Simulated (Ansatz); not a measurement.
## SrTiO3 (cubic perovskite): energy against volume

SrTiO$_{3}$ (cubic perovskite)

```cif
data_O3SrTi
_chemical_formula_sum 'Sr1 Ti1 O3'
_space_group_name_H-M_alt 'P 1'
_space_group_IT_number 1
_cell_length_a 3.93649
_cell_length_b 3.93649
_cell_length_c 3.93649
_cell_angle_alpha 90.000
_cell_angle_beta 90.000
_cell_angle_gamma 90.000
loop_
_space_group_symop_operation_xyz
  'x, y, z'
loop_
_atom_site_label
_atom_site_type_symbol
_atom_site_fract_x
_atom_site_fract_y
_atom_site_fract_z
_atom_site_occupancy
Sr1 Sr 0.00000 0.00000 0.00000 1
Ti1 Ti 0.50000 0.50000 0.50000 1
O1 O 0.00000 0.50000 0.50000 1
O2 O 0.50000 0.50000 0.00000 1
O3 O 0.50000 0.00000 0.50000 1
```

Equation-of-state scan: isotropic scaling of the cell above, V₀ being its volume. Symmetry pins the atoms to their sites.

These are PBE (plane waves to 420 eV, PAW, scalar-relativistic; Ansatz, a quantum-chemistry and plane-wave program) values and carry that method's errors. k mesh 8×8×8 (Γ-centred), Fermi-Dirac smearing 0.05 eV. The energy includes the smearing's −TS. Stress and pressure are positive under compression. SrTiO3 is run without spin polarisation. SrTiO3 was relaxed with its symmetry unable to fall. The PAW data are Ansatz's earlier set. ΔE is measured from the relaxed starting cell.

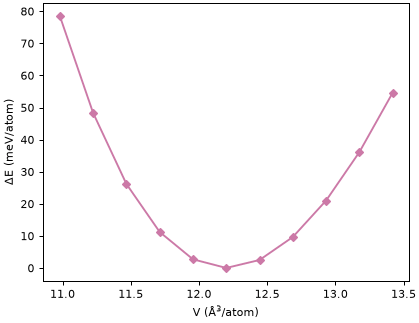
ΔE (meV/atom) against V (Å³/atom); markers are the computed points, lines only join them.

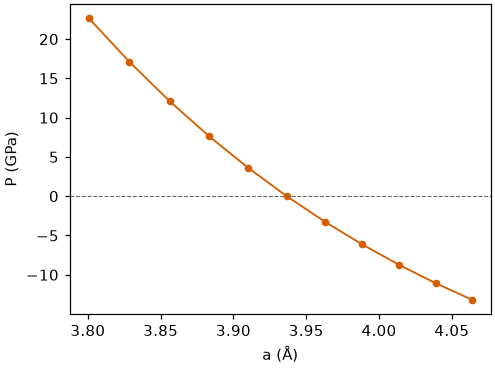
Figure: P (GPa) against a (Å); computed points joined by lines.

The pressure at the smallest volume is 22.6 GPa. The bulk modulus B₀ (third-order Birch-Murnaghan fit) comes out as 170 GPa. The pressure derivative B₀′ (fit) is 4.4. The energy cost of the largest compression is 78.5 meV/atom and the equilibrium volume of the fit is 12.20 Å³/atom.

Check by three points about V = 12.200 Å³/atom, step 0.244: d²E/dV² ≈ (2.7 − 2·0.0 + 2.5) meV / 0.244² = 0.0873 eV/Å⁶, and V·d²E/dV² × 160.2 = 171 GPa.

(A scan under strain: stresses follow from slopes of the energy per volume, elastic moduli from its curvatures.)
